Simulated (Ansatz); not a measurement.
Start from NaF in the rock salt structure (space group Fm-3m, No. 225; a = 4.629 Å).

It is then changed as follows: the cell is scaled by 1.0250 in all directions, atoms relaxed at fixed cell.

Calculations: PBEsol/PAW in Ansatz (a first-principles code), no spin-orbit coupling.

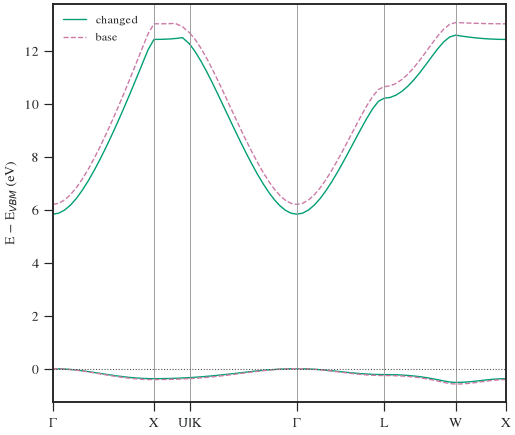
Figure: Highest valence and lowest conduction band along the path, each from its own valence-band maximum

Task: From the figure, how large is the changed gap, and is it direct?

Result: About 5.8 eV, direct at Γ.

The cells carry an imposed strain or load. No phonon test of stability was made.
